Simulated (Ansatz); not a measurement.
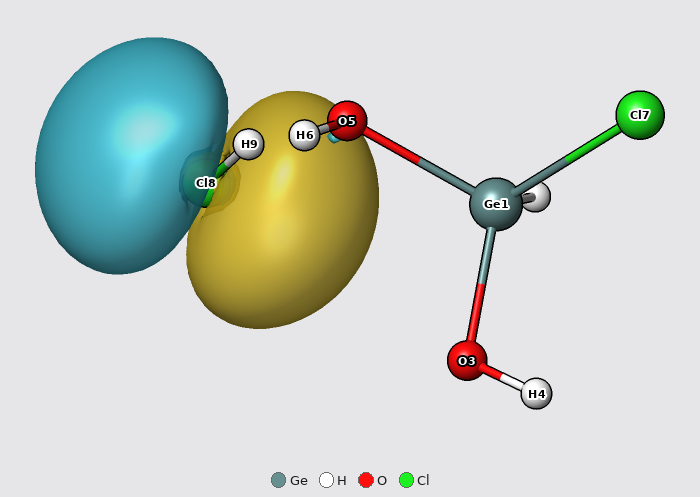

Figure 1: ClGeH₃O₂···HCl. The HOMO−1 at ±0.1 Å⁻³ᐟ² (yellow and cyan are the two phases), seen at an oblique angle.

Computed with Ansatz, RKS B3LYP/def2-SVP.

Input file:

```
crystal:
  periodic: [false, false, false]
  atoms:
    - { symbol: Ge, position_ang: [-0.093628, -0.181852, 0.055889] }
    - { symbol: H, position_ang: [0.066178, -0.105602, 1.587959] }
    - { symbol: O, position_ang: [1.418183, -0.169186, -0.863217] }
    - { symbol: H, position_ang: [1.610576, -1.042861, -1.232856] }
    - { symbol: O, position_ang: [-1.12389, 1.169678, -0.407446] }
    - { symbol: H, position_ang: [-1.258011, 1.220206, -1.366358] }
    - { symbol: Cl, position_ang: [-1.054133, -2.080374, -0.440407] }
    - { symbol: Cl, position_ang: [1.540502, 2.386696, 1.631394] }
    - { symbol: H, position_ang: [0.741322, 1.507697, 2.236041] }
basis:
  gaussian: { orbitals: def2-SVP }
hamiltonian:
  xc: b3lyp
relax:
  f_tol: 0.03
  max_steps: 50
output:
  orbitals: {}
```

Command:

```sh
ansatz run input.yaml --threads 4 --pin off --max-ram 5120MiB --backend cpu --events-out ev --progress --plain --runs-dir out
```

The fields are those of the run's last geometry, not of the input's.

### Where does this orbital lie, and at what energy?

By Hirshfeld shares it lies mainly on Cl8 (about 95 %); largely a lone pair of Cl8. Its energy is −8.02 eV.
